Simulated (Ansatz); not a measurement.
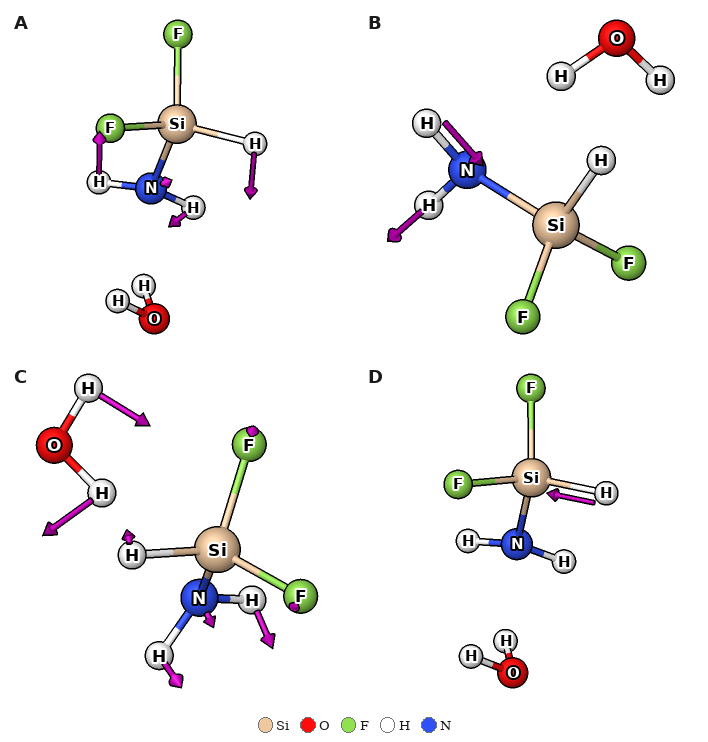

4 normal modes of one molecule or complex, as arrows. Harmonic vibrations computed with RKS PBE0-D4/def2-TZVP (Ansatz 0.2.0) at a stationary point of the same level.

Match the panels to the wavenumbers 272 cm⁻¹, 893 cm⁻¹, 2336 cm⁻¹, 3676 cm⁻¹.

A: 893 cm⁻¹
B: 3676 cm⁻¹, out-of-phase stretching of 2 N–H bonds
C: 272 cm⁻¹
D: 2336 cm⁻¹, Si–H stretching
